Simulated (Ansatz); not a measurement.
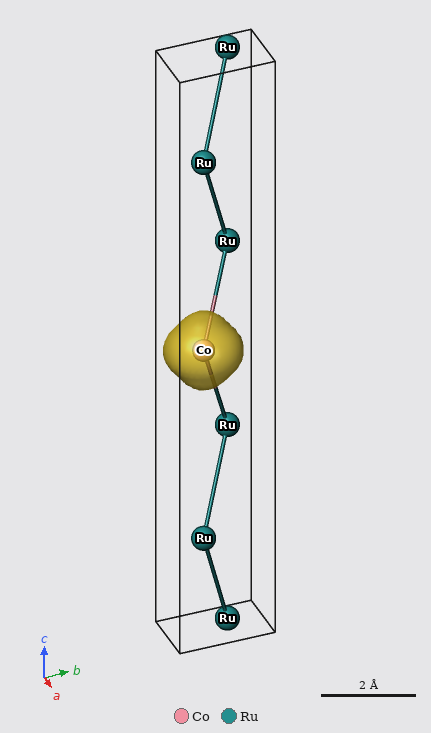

The picture shows: CoRu$_{5}$. Isosurfaces of the spin density at +0.08 (yellow) and −0.08 e/Å³ (cyan), seen slightly off an axis. Sticks mark near contacts.

Space group P-6m2; a structure generated by program, which may or may not match a known phase; spin-polarised.

Method: Ansatz 0.2.0, DFT PBE, scalar-relativistic, plane waves, PAW.

The density is the valence pseudo-density of a PAW calculation; it isn't the true density close to the nuclei.

```xyz
6
Lattice="2.7028 0.0000 0.0000 -1.3514 2.3407 0.0000 0.0000 0.0000 12.6608" Properties=species:S:1:pos:R:3 pbc="T T T"
Co    1.3514    0.7802    6.3304
Ru    0.0000    1.5605    0.0000
Ru    0.0000    1.5605    4.2900
Ru    0.0000    1.5605    8.3708
Ru    1.3514    0.7802    2.1642
Ru    1.3514    0.7802   10.4965
```

### Describe the spin distribution.

The spin density sits on Co: +1.3 μB in one cell of 6 atoms: parallel moments, as they must be, since the calculation's own cell holds one magnetic site. The cell of the calculation (6 atoms) carries 1.2 μB of net spin moment. Only one sign reaches the isovalue.
